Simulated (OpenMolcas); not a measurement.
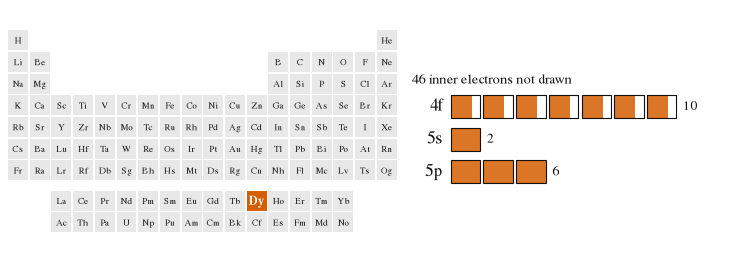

Left, the place of dysprosium in the periodic table; right, the outer shells of the leading configuration of the lowest level: a box for each of the 2l + 1 orbitals, shaded by the share of the shell that is filled, with the electron count at the right.

**Multiconfigurational calculation: Dy²⁺ complex (part 1 of 2)**

Dy²⁺ with 6 ligands (F; octahedron, 2.3 Å), embedded in KCdF3 by model potentials and point charges, whose field is part of the energies. Computed at this level: state-averaged CASSCF, active space 10 electrons in the shell 4f, basis ANO-RCC-VDZP on the metal and ANO-RCC-VDZP on the ligands, DKH2 scalar Hamiltonian, spin-orbit coupling by RASSI with atomic mean-field integrals (OpenMolcas).

Output (extracts):
```
--- SEWARD ---
Basis set label: DY.ANO-RCC...7S6P4D2F1G.

      Electronic valence basis set:
      ------------------
      Associated Effective Charge  66.000000 au
      Associated Actual Charge     66.000000 au
      Nuclear Model: Point charge

      Shell  nPrim  nBasis  Cartesian Spherical Contaminant
         s      25       7        X
         p      22       6        X
         d      15       4                 X
         f      11       2                 X
         g       4       1                 X
                  Relativistic Douglas-Kroll-Hess integrals:
                    - DKH order of Hamiltonian: 2
                    - DKH order of Properties : 0
                  Atomic mean-field integrals
--- RASSCF ---
Wave function specifications:
      -----------------------------

      Number of closed shell electrons         114
      Number of electrons in active shells      10
      Max number of holes in RAS1 space          0
      Max nr of electrons in RAS3 space          0
      Number of inactive orbitals               57
      Number of active orbitals                  7
      Number of secondary orbitals             112
      Spin quantum number                      2.0
      State symmetry                             1
Orbital specifications:
      -----------------------

      Symmetry species                           1   2
                                                ag  au
      Frozen orbitals                            0   0
      Inactive orbitals                         30  27
      Active orbitals                            0   7
      RAS1 orbitals                              0   0
      RAS2 orbitals                              0   7
      RAS3 orbitals                              0   0
      Secondary orbitals                        60  52
      Deleted orbitals                           0   0
      Number of basis functions                 90  86
      Number of CSFs                            35
      Number of root(s) required                35
      Iter CI   SX   CI       RASSCF       Energy    max ROT     max BLB   max BLB  Level Ln srch  Step   QN
          iter iter root      energy       change     param      element    value   shift minimum  type update
 Nr of preliminary CI iterations:   1
      Total energies have been shifted. Add               -12000.00 au
        1   1   11    0  -744.83466045    0.00E+00  -6.02E-02   27  78 2 -3.30E-01*  0.55   0.00    SX    NO
        2   1   10    0  -745.44174042   -6.07E-01* -2.83E-02   30  33 1  9.24E-02*  0.56   0.00    SX    NO
        3   1   11    0  -745.47839525   -3.67E-02* -1.82E-02   29  36 2 -7.56E-02*  0.40   0.00    SX    NO
        4   1   10    0  -745.48355254   -5.16E-03*  1.78E-02   31  38 2  7.93E-02*  0.53   0.00    SX    NO
        5   1   11    0  -745.48498622   -1.43E-03*  1.63E-02   31  38 2 -7.55E-02*  0.39   0.53    SX   YES
        6   1   10    0  -745.48677220   -1.79E-03* -1.38E-02   31  38 2  6.65E-02*  0.52   0.54    SX   YES
        7   1   11    0  -745.48844978   -1.68E-03*  1.18E-02   31  38 2 -5.36E-02*  0.41   0.55    SX   YES
        8   1   10    0  -745.48900034   -5.51E-04* -5.47E-03   31  38 2  4.96E-02*  0.50   0.52    LS   YES
        9   1    9    0  -745.49174430   -2.74E-03* -4.35E-04   29  36 2  1.87E-03*  0.46   1.03    QN   YES
       10   1    7    0  -745.49175366   -9.36E-06*  2.46E-04   30  33 1  4.60E-04*  0.46   1.32    QN   YES
       11   1    7    0  -745.49175491   -1.24E-06* -2.90E-05   29  36 2 -1.14E-04*  0.46   1.14    QN   YES
       12   1    6    0  -745.49175496   -5.79E-08* -4.45E-06   29  36 2 -1.83E-05   0.46   1.04    QN   YES
       13   1    4    0  -745.49175498   -1.91E-08* -1.97E-06   15  42 2  4.45E-06   0.46   1.00    QN   YES
       14   1    4    0  -745.49175498    3.07E-09   4.03E-07   31  38 2  1.31E-06   0.46   0.01    QN   YES
      Convergence after 14 iterations
       15   1    4    0  -745.49175498    3.86E-10   4.03E-07   29  36 2  5.78E-07   0.46   0.01    QN   YES
      Natural orbitals and occupation numbers for root  1
      sym 2:   1.849175   1.000000   1.150825   1.150825   1.849175   1.849175   1.150825
      Natural orbitals and occupation numbers for root  2
      sym 2:   1.555746   1.650936   1.422401   1.441606   1.340710   1.576106   1.012496
      Natural orbitals and occupation numbers for root  3
      sym 2:   1.014369   1.324220   1.667743   1.420046   1.535645   1.579597   1.458380
::    RASSCF root number  1 Total energy: -12745.56753686
::    RASSCF root number  2 Total energy: -12745.56708223
::    RASSCF root number  3 Total energy: -12745.56708223
::    RASSCF root number  4 Total energy: -12745.56708223
::    RASSCF root number  5 Total energy: -12745.56675380
::    RASSCF root number  6 Total energy: -12745.56675380
::    RASSCF root number  7 Total energy: -12745.56572409
::    RASSCF root number  8 Total energy: -12745.56572409
::    RASSCF root number  9 Total energy: -12745.56572409
::    RASSCF root number 10 Total energy: -12745.56558566
::    RASSCF root number 11 Total energy: -12745.56554437
::    RASSCF root number 12 Total energy: -12745.56554437
::    RASSCF root number 13 Total energy: -12745.56554437
::    RASSCF root number 14 Total energy: -12745.49236168
::    RASSCF root number 15 Total energy: -12745.49236168
::    RASSCF root number 16 Total energy: -12745.49236168
::    RASSCF root number 17 Total energy: -12745.49179899
::    RASSCF root number 18 Total energy: -12745.49149559
::    RASSCF root number 19 Total energy: -12745.49149559
::    RASSCF root number 20 Total energy: -12745.49149559
::    RASSCF root number 21 Total energy: -12745.49093907
::    RASSCF root number 22 Total energy: -12745.45078524
::    RASSCF root number 23 Total energy: -12745.45078524
::    RASSCF root number 24 Total energy: -12745.45078524
::    RASSCF root number 25 Total energy: -12745.44929690
::    RASSCF root number 26 Total energy: -12745.44929690
::    RASSCF root number 27 Total energy: -12745.44819137
::    RASSCF root number 28 Total energy: -12745.44819137
::    RASSCF root number 29 Total energy: -12745.44819137
::    RASSCF root number 30 Total energy: -12745.44667961
--- RASSCF ---
Wave function specifications:
      -----------------------------

      Number of closed shell electrons         114
      Number of electrons in active shells      10
      Max number of holes in RAS1 space          0
      Max nr of electrons in RAS3 space          0
      Number of inactive orbitals               57
      Number of active orbitals                  7
      Number of secondary orbitals             112
      Spin quantum number                      1.0
      State symmetry                             1
Orbital specifications:
      -----------------------

      Symmetry species                           1   2
                                                ag  au
      Frozen orbitals                            0   0
      Inactive orbitals                         30  27
      Active orbitals                            0   7
      RAS1 orbitals                              0   0
      RAS2 orbitals                              0   7
      RAS3 orbitals                              0   0
      Secondary orbitals                        60  52
      Deleted orbitals                           0   0
      Number of basis functions                 90  86
      Number of CSFs                           210
      Number of root(s) required               162
      Iter CI   SX   CI       RASSCF       Energy    max ROT     max BLB   max BLB  Level Ln srch  Step   QN
          iter iter root      energy       change     param      element    value   shift minimum  type update
 Nr of preliminary CI iterations:   1
        1   1    0    0-12745.39090571    0.00E+00   0.00E+00   28  35 2 -9.63E-03*  0.00   0.00    SX    NO
      Natural orbitals and occupation numbers for root  1
      sym 2:   1.408963   1.427633   1.448322   1.407404   1.454122   1.450008   1.403549
      Natural orbitals and occupation numbers for root  2
      sym 2:   1.447501   1.408937   1.409638   1.405025   1.427678   1.452647   1.448574
      Natural orbitals and occupation numbers for root  3
      sym 2:   1.403477   1.427637   1.454161   1.450722   1.447499   1.406722   1.409782
::    RASSCF root number  1 Total energy: -12745.47818975
::    RASSCF root number  2 Total energy: -12745.47818975
::    RASSCF root number  3 Total energy: -12745.47818975
::    RASSCF root number  4 Total energy: -12745.47816497
::    RASSCF root number  5 Total energy: -12745.47816497
::    RASSCF root number  6 Total energy: -12745.47816497
::    RASSCF root number  7 Total energy: -12745.47782620
::    RASSCF root number  8 Total energy: -12745.47778817
::    RASSCF root number  9 Total energy: -12745.47778817
::    RASSCF root number 10 Total energy: -12745.47778817
::    RASSCF root number 11 Total energy: -12745.47776434
::    RASSCF root number 12 Total energy: -12745.47776434
::    RASSCF root number 13 Total energy: -12745.47768659
::    RASSCF root number 14 Total energy: -12745.47768659
::    RASSCF root number 15 Total energy: -12745.47768659
::    RASSCF root number 16 Total energy: -12745.45374553
::    RASSCF root number 17 Total energy: -12745.45374553
::    RASSCF root number 18 Total energy: -12745.45374553
::    RASSCF root number 19 Total energy: -12745.45370166
::    RASSCF root number 20 Total energy: -12745.45370166
::    RASSCF root number 21 Total energy: -12745.45370166
::    RASSCF root number 22 Total energy: -12745.45307040
::    RASSCF root number 23 Total energy: -12745.45307040
::    RASSCF root number 24 Total energy: -12745.45282720
::    RASSCF root number 25 Total energy: -12745.45282720
::    RASSCF root number 26 Total energy: -12745.45282720
::    RASSCF root number 27 Total energy: -12745.44412978
::    RASSCF root number 28 Total energy: -12745.44412978
::    RASSCF root number 29 Total energy: -12745.44412978
::    RASSCF root number 30 Total energy: -12745.44400861
--- RASSCF ---
Wave function specifications:
      -----------------------------

      Number of closed shell electrons         114
      Number of electrons in active shells      10
      Max number of holes in RAS1 space          0
      Max nr of electrons in RAS3 space          0
      Number of inactive orbitals               57
      Number of active orbitals                  7
      Number of secondary orbitals             112
      Spin quantum number                      0.0
      State symmetry                             1
Orbital specifications:
      -----------------------

      Symmetry species                           1   2
                                                ag  au
      Frozen orbitals                            0   0
      Inactive orbitals                         30  27
      Active orbitals                            0   7
      RAS1 orbitals                              0   0
      RAS2 orbitals                              0   7
      RAS3 orbitals                              0   0
      Secondary orbitals                        60  52
      Deleted orbitals                           0   0
      Number of basis functions                 90  86
      Number of CSFs                           196
      Number of root(s) required               162
      Iter CI   SX   CI       RASSCF       Energy    max ROT     max BLB   max BLB  Level Ln srch  Step   QN
          iter iter root      energy       change     param      element    value   shift minimum  type update
 Nr of preliminary CI iterations:   1
        1   1    0    0-12745.31599275    0.00E+00   0.00E+00   28  35 2 -1.67E-02*  0.00   0.00    SX    NO
      Natural orbitals and occupation numbers for root  1
      sym 2:   1.653240   1.150873   1.289041   1.280270   1.651292   1.685693   1.289592
      Natural orbitals and occupation numbers for root  2
      sym 2:   1.653275   1.150890   1.289075   1.289515   1.685562   1.651387   1.280296
      Natural orbitals and occupation numbers for root  3
      sym 2:   1.684172   1.151067   1.280624   1.289147   1.652753   1.653291   1.288946
::    RASSCF root number  1 Total energy: -12745.42437872
::    RASSCF root number  2 Total energy: -12745.42437872
::    RASSCF root number  3 Total energy: -12745.42437872
::    RASSCF root number  4 Total energy: -12745.42426933
::    RASSCF root number  5 Total energy: -12745.42426933
::    RASSCF root number  6 Total energy: -12745.42408457
::    RASSCF root number  7 Total energy: -12745.42408457
::    RASSCF root number  8 Total energy: -12745.42408457
::    RASSCF root number  9 Total energy: -12745.42396887
::    RASSCF root number 10 Total energy: -12745.42396887
::    RASSCF root number 11 Total energy: -12745.42396887
::    RASSCF root number 12 Total energy: -12745.42358803
::    RASSCF root number 13 Total energy: -12745.42329726
::    RASSCF root number 14 Total energy: -12745.42329726
::    RASSCF root number 15 Total energy: -12745.42329726
::    RASSCF root number 16 Total energy: -12745.42324630
::    RASSCF root number 17 Total energy: -12745.42324629
::    RASSCF root number 18 Total energy: -12745.40851595
::    RASSCF root number 19 Total energy: -12745.40851595
::    RASSCF root number 20 Total energy: -12745.40851595
::    RASSCF root number 21 Total energy: -12745.40671006
::    RASSCF root number 22 Total energy: -12745.40671006
::    RASSCF root number 23 Total energy: -12745.39696902
::    RASSCF root number 24 Total energy: -12745.39599890
::    RASSCF root number 25 Total energy: -12745.39599890
::    RASSCF root number 26 Total energy: -12745.39599890
::    RASSCF root number 27 Total energy: -12745.39511801
::    RASSCF root number 28 Total energy: -12745.39511801
::    RASSCF root number 29 Total energy: -12745.39394206
::    RASSCF root number 30 Total energy: -12745.39394206
--- RASSI ---
SPIN-FREE ENERGIES:
  (Shifted by EMIN (a.u.) =     -12745.5675368642)

 SF State       Relative EMIN(au)   Rel lowest level(eV)    D:o, cm**(-1)

     1             0.0000000000        0.0000000000              0.0000
     2             0.0004546351        0.0123712517             99.7809
     3             0.0004546351        0.0123712517             99.7809
     4             0.0004546351        0.0123712517             99.7809
     5             0.0007830687        0.0213083857            171.8637
     6             0.0007830687        0.0213083857            171.8637
     7             0.0018127778        0.0493281977            397.8587
     8             0.0018127778        0.0493281977            397.8587
     9             0.0018127778        0.0493281977            397.8587
    10             0.0019512074        0.0530950591            428.2405
    11             0.0019924962        0.0542185833            437.3024
    12             0.0019924962        0.0542185833            437.3024
    13             0.0019924962        0.0542185833            437.3024
    14             0.0751751882        2.0456210816          16499.0467
    15             0.0751751882        2.0456210816          16499.0467
    16             0.0751751882        2.0456210816          16499.0467
    17             0.0757378778        2.0609326471          16622.5428
    18             0.0760412742        2.0691884835          16689.1306
    19             0.0760412742        2.0691884835          16689.1306
    20             0.0760412742        2.0691884835          16689.1306
    21             0.0765977914        2.0843320886          16811.2720
    34             0.0893471271        2.4312591844          19609.4278
    35             0.0893471271        2.4312591844          19609.4278
    36             0.0893471271        2.4312591844          19609.4278
    37             0.0893719098        2.4319335584          19614.8670
    38             0.0893719098        2.4319335584          19614.8670
    39             0.0893719098        2.4319335584          19614.8670
    40             0.0897106735        2.4411517865          19689.2170
    41             0.0897487066        2.4421867205          19697.5643
    42             0.0897487066        2.4421867205          19697.5643
    43             0.0897487066        2.4421867205          19697.5643
    44             0.0897725403        2.4428352687          19702.7952
    45             0.0897725403        2.4428352687          19702.7952
    46             0.0898502855        2.4449508239          19719.8583
    47             0.0898502855        2.4449508239          19719.8583
    48             0.0898502855        2.4449508239          19719.8583
    49             0.1137913472        3.0964202990          24974.3140
    50             0.1137913472        3.0964202990          24974.3140
    51             0.1137913472        3.0964202990          24974.3140
    52             0.1138352120        3.0976139223          24983.9412
Eigenvalues of complex Hamiltonian:
   -----------------------------------
  (Shifted by EMIN (a.u.) =     -12745.5675368642)

 SO State       Relative EMIN(au)   Rel lowest level(eV)    D:o, cm**(-1)

     1            -0.0294253801        0.0000000005              0.0000
     2            -0.0294253801        0.0000000000              0.0000
     3            -0.0293716949        0.0014608495             11.7825
     4            -0.0293716949        0.0014608494             11.7825
     5            -0.0293716949        0.0014608490             11.7825
     6            -0.0292127692        0.0057854366             46.6627
     7            -0.0284744277        0.0258767332            208.7099
     8            -0.0284744277        0.0258767332            208.7099
     9            -0.0284744277        0.0258767339            208.7099
    10            -0.0282731754        0.0313530881            252.8797
    11            -0.0282731754        0.0313530877            252.8797
    12            -0.0282731754        0.0313530879            252.8797
    13            -0.0281222296        0.0354605329            286.0085
    14            -0.0281222296        0.0354605326            286.0085
    15            -0.0281154188        0.0356458632            287.5033
    16            -0.0281154188        0.0356458633            287.5033
    17            -0.0281154188        0.0356458632            287.5033
    18            -0.0097787325        0.5346125172           4311.9407
    19            -0.0097787325        0.5346125169           4311.9407
    20            -0.0097787325        0.5346125167           4311.9407
    21            -0.0097712872        0.5348151143           4313.5748
    22            -0.0097712872        0.5348151141           4313.5748
    23            -0.0097712871        0.5348151147           4313.5748
    24            -0.0093331524        0.5467373698           4409.7343
    25            -0.0092795897        0.5481948834           4421.4899
    26            -0.0092795897        0.5481948833           4421.4899
    27            -0.0092795897        0.5481948834           4421.4899
    28            -0.0092408717        0.5492484542           4429.9875
    29            -0.0092408717        0.5492484543           4429.9875
    30            -0.0090983688        0.5531261548           4461.2633
    31            -0.0090983688        0.5531261555           4461.2633
    32            -0.0090983688        0.5531261553           4461.2633
    33             0.0045450228        0.9243817531           7455.6416
    34             0.0045450228        0.9243817537           7455.6416
    35             0.0045785986        0.9252953979           7463.0107
    36             0.0045785986        0.9252953975           7463.0107
    37             0.0045785986        0.9252953978           7463.0107
    38             0.0047702544        0.9305106181           7505.0743
    39             0.0048960362        0.9339333146           7532.6802
    40             0.0048960362        0.9339333146           7532.6802
    41             0.0048960362        0.9339333143           7532.6802
Weights of the five most important spin-orbit-free states for each spin-orbit state.

 SO State  Total energy (au)           Spin-free states, spin, and weights
 -------------------------------------------------------------------------------------------------------
    1        -0.029425       4 2.0  0.2883    1 2.0  0.2557    3 2.0  0.1650    5 2.0  0.1035    6 2.0  0.1035
    2        -0.029425       2 2.0  0.2962    1 2.0  0.2557    3 2.0  0.1493    5 2.0  0.1035    6 2.0  0.1035
    3        -0.029372       4 2.0  0.4421    6 2.0  0.2501    1 2.0  0.2031    5 2.0  0.0144    3 2.0  0.0135
    4        -0.029372       3 2.0  0.4392    1 2.0  0.2031    5 2.0  0.1406    6 2.0  0.1239    4 2.0  0.0135
    5        -0.029372       2 2.0  0.4490    5 2.0  0.2418    1 2.0  0.2031    6 2.0  0.0228   39 1.0  0.0124
    6        -0.029213       6 2.0  0.2402    5 2.0  0.2402    4 2.0  0.1496    3 2.0  0.1496    2 2.0  0.1496
    7        -0.028474       8 2.0  0.1415   12 2.0  0.1191    7 2.0  0.1106   11 2.0  0.0982    4 2.0  0.0872
    8        -0.028474       7 2.0  0.1410   11 2.0  0.1190    8 2.0  0.1113   12 2.0  0.0987    4 2.0  0.0868
    9        -0.028474       9 2.0  0.1871   13 2.0  0.1360    6 2.0  0.0928    2 2.0  0.0879    3 2.0  0.0861
   10        -0.028273      12 2.0  0.2224    9 2.0  0.1508    7 2.0  0.1506   11 2.0  0.1018   10 2.0  0.0753
   11        -0.028273      13 2.0  0.2845    7 2.0  0.1528    8 2.0  0.1507   10 2.0  0.0753    5 2.0  0.0601
   12        -0.028273      11 2.0  0.2203    9 2.0  0.1527    8 2.0  0.1507   12 2.0  0.0988   10 2.0  0.0753
```

(Continued in part 2.) Outcome of the run: converged.
